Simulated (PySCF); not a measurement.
**C4H5F2+: a tour of settings, part 1 of 2**

Aim: see how C4H5F2+ (`C[CH+]C=C(F)F`) answers to the choice of functional, basis, grid and SCF options.

Programs: PySCF 2.14.0, with density-fitted response routines of our own. Each step states its level of theory. These are calculated values for one molecule in the gas phase, unless marked as measured. Atoms are numbered from 0 throughout.

### Step 1. Starting geometry

11 atoms, charge 1, multiplicity 1; geometry from: GFN2-xTB.

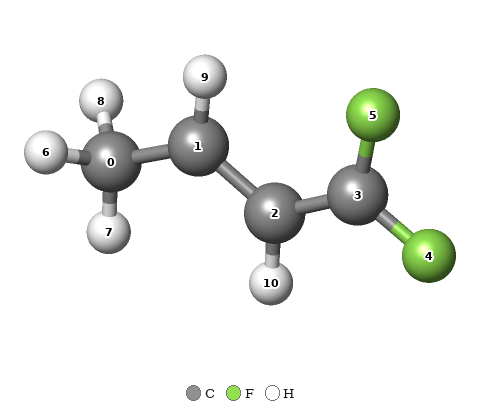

The starting geometry (carbon grey, fluorine green, hydrogen white), atoms numbered.

### Step 2. Shielding tensors: PBE0/pcSseg-1

Job settings and geometry (Å):

```
{"job": {"kind": "nmr", "xc": "PBE0", "basis": "pcSseg-1"}, "charge": 1, "multiplicity": 1}
C     -1.665027     0.196022    -0.453431
C     -0.234945     0.280281    -0.404110
C      0.548119    -0.353406     0.550214
C      1.917549    -0.258143     0.556084
F      2.662322    -0.832555     1.426384
F      2.603202     0.409679    -0.305798
H     -2.095162     1.207981    -0.445384
H     -2.105845    -0.415279     0.329708
H     -1.981061    -0.156988    -1.445869
H      0.261495     0.878513    -1.164547
H      0.094779    -0.953434     1.330785
```

With the program's defaults for keys left out, this is: GIAO PBE0/pcSseg-1 NMR shielding, non-relativistic, gas phase.

On the command line:

```bash
> OMP_NUM_THREADS=1 python probes_run.py task.json out
```

The driver reads the jobs from task.json and runs them one after another.

Log:

```text
coarse grid: 9616 points
cycle   1  E = -354.2221453143  dE =  1.275e+00  |g| = 7.377e-01  |ddm| = 2.915e+00
cycle   2  E = -354.0627820002  dE =  1.594e-01  |g| = 1.194e+00  |ddm| = 1.146e+00
cycle   3  E = -354.3322778239  dE = -2.695e-01  |g| = 9.130e-02  |ddm| = 7.216e-01
cycle   4  E = -354.3331283908  dE = -8.506e-04  |g| = 7.687e-02  |ddm| = 1.322e-01
cycle   5  E = -354.3346506489  dE = -1.522e-03  |g| = 9.927e-03  |ddm| = 5.997e-02
cycle   6  E = -354.3346607740  dE = -1.013e-05  |g| = 4.296e-03  |ddm| = 7.925e-03
cycle   7  E = -354.3346644994  dE = -3.725e-06  |g| = 8.212e-04  |ddm| = 3.532e-03
final grid: 94904 points
cycle   8  E = -354.3803552740  dE = -2.619e-05  |g| = 5.818e-03  |ddm| = 2.096e-02
cycle   9  E = -354.3803519922  dE =  3.282e-06  |g| = 7.319e-03  |ddm| = 8.624e-03
cycle  10  E = -354.3803632149  dE = -1.122e-05  |g| = 1.375e-03  |ddm| = 5.240e-03
cycle  11  E = -354.3803635441  dE = -3.291e-07  |g| = 1.661e-04  |ddm| = 1.055e-03
cycle  12  E = -354.3803635479  dE = -3.859e-09  |g| = 1.094e-04  |ddm| = 1.803e-04
cycle  13  E = -354.3803635505  dE = -2.567e-09  |g| = 2.012e-05  |ddm| = 7.861e-05
cycle  14  E = -354.3803635506  dE = -9.391e-11  |g| = 5.080e-06  |ddm| = 1.796e-05
converged SCF energy = -354.3803635506

GIAO shielding tensors (ppm)
atom      isotropic    diamagn.    paramagn.     s11        s22        s33       span
  0 C      147.144     249.593    -102.449    109.138    163.989    168.306     59.168
  1 C      -53.061     257.637    -310.698   -202.959   -124.726    168.502    371.461
  2 C       72.711     259.015    -186.304     -6.002     77.245    146.889    152.891
  3 C       -2.188     250.201    -252.389    -73.189     17.368     49.258    122.447
  4 F      137.530     467.576    -330.046    -15.218    162.942    264.867    280.085
  5 F      142.568     471.329    -328.761    -47.239    185.074    289.868    337.107
  6 H       27.483      26.066       1.417     24.270     25.040     33.139      8.869
  7 H       27.983      28.542      -0.559     24.220     27.701     32.027      7.808
  8 H       27.481      26.077       1.404     24.267     25.040     33.137      8.870
  9 H       21.226      31.062      -9.836     14.524     21.633     27.523     12.999
 10 H       24.409      30.446      -6.037     21.920     23.573     27.735      5.815
```

Run time: 39 s. Hardware: 1 thread, shared host.

Shifts follow as δ = σ(reference) − σ, with reference shieldings (ppm) from runs at the same level and on the same kind of geometry: ¹H TMS 31.72, ¹³C TMS 186.9, ¹⁹F CFCl3 170.9. The references are single molecules in the gas phase, so shifts against H2O, NH3, PH3, H3PO4 or CFCl3 are not on the usual liquid scales and can be off by tens of ppm. Atoms listed in one row are averaged.

```csv
atoms,environment,σ (ppm),δ (ppm)
C1,carbocation centre,-53.1,240.0
C3,fully substituted alkene carbon,-2.2,189.1
C2,alkene CH,72.7,114.2
C0,methyl carbon,147.1,39.8
H9,hydrogen on a carbocation centre,21.23,10.49
H10,hydrogen on an alkene CH,24.41,7.31
"H6, H7, H8",hydrogen on a methyl carbon,27.65,4.07
F4,vinylic fluorine,137.5,33.4
F5,vinylic fluorine,142.6,28.4
```

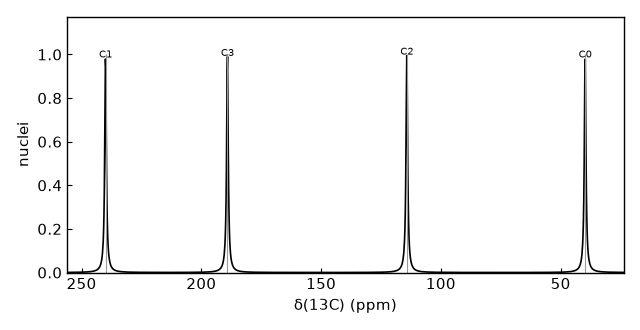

¹³C lines at the computed shifts, without couplings. Lines are broadened to a width of 0.80 ppm (Lorentzian).

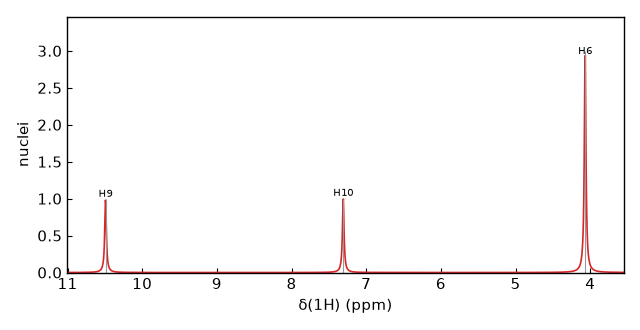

¹H lines at the computed shifts, without couplings. Lines are broadened to a width of 0.03 ppm (Lorentzian).

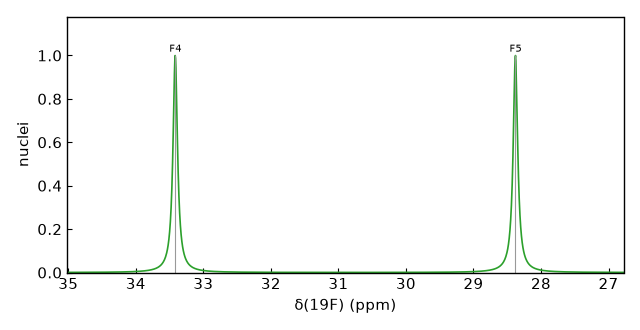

¹⁹F lines at the computed shifts, without couplings. Lines are broadened to a width of 0.08 ppm (Lorentzian).

Charges from the same density, by scheme (e):

| atoms | Mulliken | IAO | Hirshfeld | ESP fit |
| --- | --- | --- | --- | --- |
| C0 | -0.22 | -0.44 | -0.06 | -0.49 |
| C1 | -0.06 | 0.11 | 0.15 | 0.38 |
| C2 | -0.26 | -0.25 | -0.04 | -0.51 |
| C3 | 0.76 | 0.75 | 0.34 | 0.70 |
| F4 | -0.11 | -0.12 | 0.05 | -0.05 |
| F5 | -0.12 | -0.14 | 0.05 | -0.07 |

Mulliken charges:

```
atom  value (e)
  C0      -0.22
  C1      -0.06
  C2      -0.26
  C3       0.76
  F4      -0.11
  F5      -0.12
  H6       0.21
  H7       0.18
  H8       0.21
  H9       0.19
 H10       0.21
```

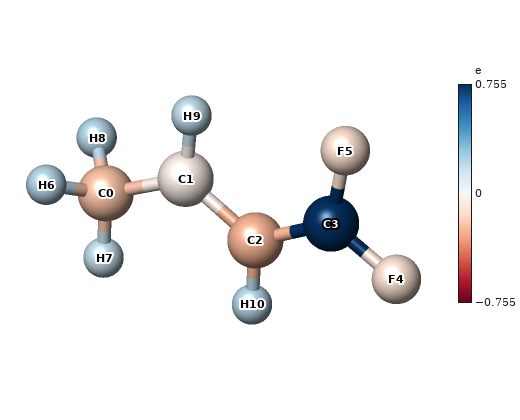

Mulliken charges, as colours on the atoms.

Mayer bond orders: C0–C1 1.16, C1–C2 1.42, C2–C3 1.40, C3–F4 1.16, C3–F5 1.17.

Orbitals, density, ELF and potential are computed afterwards from the orbital file.

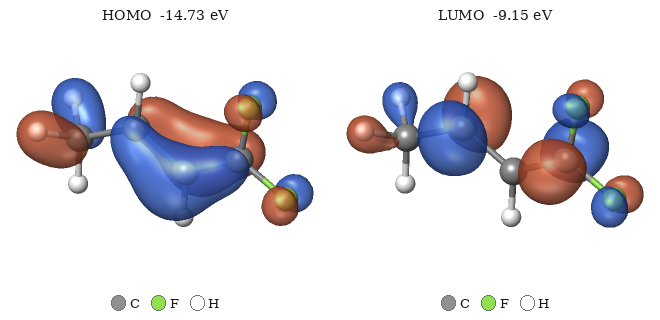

Frontier orbitals at PBE0/pcSseg-1; each surface holds 70 % of the orbital's density, blue and red mark the sign.

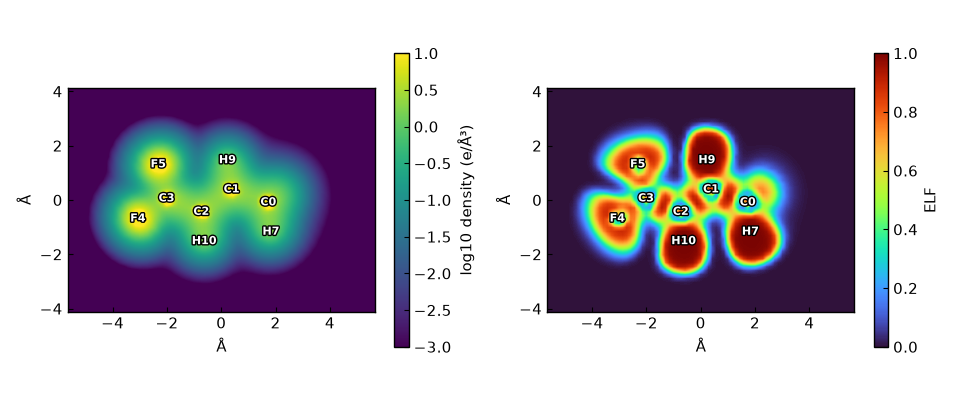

Density (left) and ELF (right) in a plane through or near 9 of the atoms.

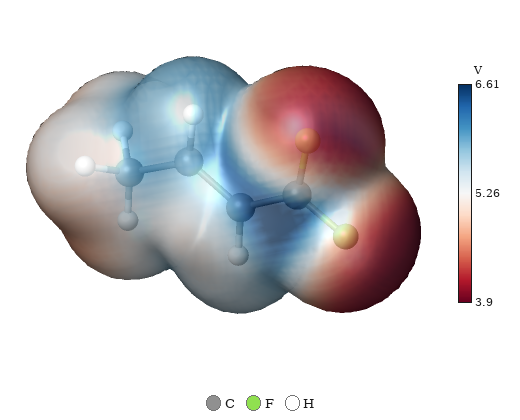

Electrostatic potential on the surface of density 0.002 e/bohr³; red is low, blue high. It runs, from the 1st to the 99th percentile, from 3.90 V near F4 to 6.61 V near C3.

### Step 3. Excited states and response: PBE0/def2-SVPD

Settings changed since step 2:

```diff
@@ -1,2 +1,2 @@
-{"job": {"kind": "nmr", "xc": "PBE0", "basis": "pcSseg-1"}, "charge": 1, "multiplicity": 1}
+{"job": {"kind": "uv", "xc": "PBE0", "basis": "def2-SVPD", "nstates": 6, "ntriplets": 2}, "charge": 1, "multiplicity": 1}
 C     -1.665027     0.196022    -0.453431
```

Method: TDDFT PBE0/def2-SVPD, vertical, gas phase, core orbitals frozen in the response.

Log:

```text
coarse grid: 9616 points
cycle   1  E = -354.0128189357  dE =  1.235e+00  |g| = 7.111e-01  |ddm| = 4.606e+00
cycle   2  E = -353.8598018322  dE =  1.530e-01  |g| = 1.137e+00  |ddm| = 2.278e+00
cycle   3  E = -354.1204063531  dE = -2.606e-01  |g| = 9.714e-02  |ddm| = 1.517e+00
cycle   4  E = -354.1218018517  dE = -1.395e-03  |g| = 7.299e-02  |ddm| = 2.689e-01
cycle   5  E = -354.1231953918  dE = -1.394e-03  |g| = 1.017e-02  |ddm| = 1.112e-01
cycle   6  E = -354.1232075501  dE = -1.216e-05  |g| = 4.310e-03  |ddm| = 1.275e-02
cycle   7  E = -354.1232115478  dE = -3.998e-06  |g| = 8.824e-04  |ddm| = 6.624e-03
final grid: 94904 points
cycle   8  E = -354.1693931631  dE = -2.269e-05  |g| = 5.805e-03  |ddm| = 8.289e-02
cycle   9  E = -354.1693894254  dE =  3.738e-06  |g| = 7.412e-03  |ddm| = 1.845e-02
cycle  10  E = -354.1694010334  dE = -1.161e-05  |g| = 1.260e-03  |ddm| = 9.622e-03
cycle  11  E = -354.1694013382  dE = -3.048e-07  |g| = 1.501e-04  |ddm| = 1.657e-03
cycle  12  E = -354.1694013414  dE = -3.225e-09  |g| = 9.361e-05  |ddm| = 3.151e-04
cycle  13  E = -354.1694013435  dE = -2.061e-09  |g| = 2.031e-05  |ddm| = 1.552e-04
cycle  14  E = -354.1694013436  dE = -1.004e-10  |g| = 5.246e-06  |ddm| = 4.402e-05
converged SCF energy = -354.1694013436

Static polarisability (au): isotropic 51.969, principal 31.141 41.603 83.165

Singlet excitations
state   eV       nm        f      main configurations
  1   5.3861    230.2   0.55514   H->L 0.98
  2   5.5904    221.8   0.00194   H-1->L 0.96
  3   6.5606    189.0   0.00162   H-2->L 0.96
  4   7.3554    168.6   0.00036   H-4->L 0.99
  5   7.6291    162.5   0.01563   H-3->L 0.98
  6   8.0984    153.1   0.00031   H-5->L 0.97

Triplet excitations (Tamm-Dancoff, eV): 3.0321 5.2597
```

Run time: 51 s. Hardware: 1 thread, shared host.

The orbitals next to the gap, with their largest atomic shares:

```
orbital      eV                      atoms
 HOMO−3  -17.51  C0 40 %, C1 19 %, H6 14 %
 HOMO−2  -17.41  C0 28 %, C1 21 %, C2 15 %
 HOMO−1  -16.37  C0 35 %, H7 20 %, C1 18 %
   HOMO  -14.72  C2 36 %, C1 16 %, C3 15 %
   LUMO   -9.16   C1 33 %, C3 26 %, F4 9 %
 LUMO+1   -4.81  C2 35 %, C3 21 %, C1 20 %
 LUMO+2   -3.92  C3 32 %, C2 14 %, C1 14 %
```

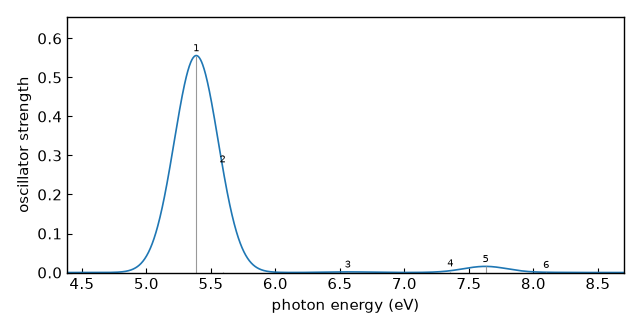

Absorption spectrum from the 6 singlet states computed; above the last one it falls off for lack of states. Lines are broadened to a width of 0.40 eV (Gaussian).

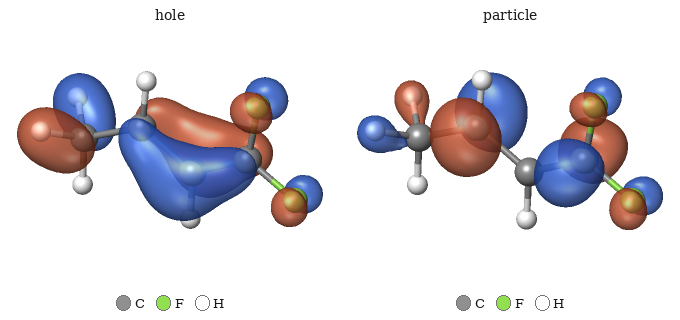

Leading natural transition orbitals of singlet state 1: the electron leaves the hole (left) for the particle orbital (right).

Ground-state properties from the same run:

```csv
property,computed
polarisability (Å³),7.70
HOMO–LUMO gap (eV),5.56
−ε(HOMO) (eV),14.72
```

(Continued in part 2 of 2.)
